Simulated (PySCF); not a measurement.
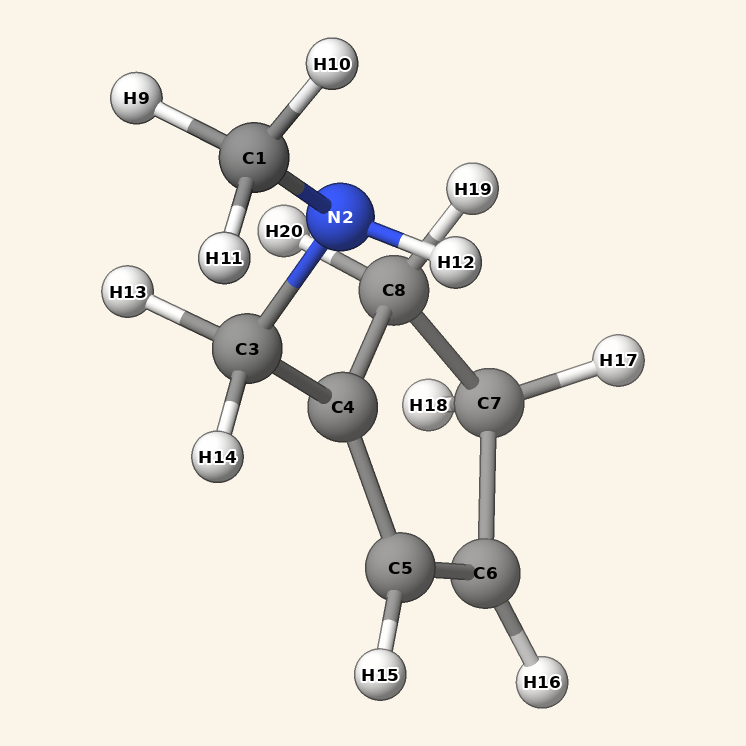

Charge 0, doublet. Computed geometry: GFN2-xTB optimisation. No frequency run is at hand to confirm it as a minimum. Properties computed with UKS B3LYP, pcH-1 on C H N, non-relativistic (PySCF 2.14.0).

Give the isotropic hyperfine couplings (Fermi-contact term alone) of C1, N2, C3, C4, C5, C6, C7, C8, H9, H10, H11, H12, H13, H14, H15, H16, H17, H18, H19, H20.

```
atom  isotope  a_iso (MHz)
  C1      13C          0.7
  N2      14N         16.6
  C3      13C        −21.4
  C4      13C         56.0
  C5      13C        −45.6
  C6      13C         54.1
  C7      13C        −19.4
  C8      13C        −18.8
  H9       1H         −0.3
 H10       1H          0.7
 H11       1H         −0.3
 H12       1H         −2.1
 H13       1H         54.4
 H14       1H          1.6
 H15       1H         10.3
 H16       1H        −41.7
 H17       1H         69.2
 H18       1H         72.2
 H19       1H         68.4
 H20       1H         64.5
```
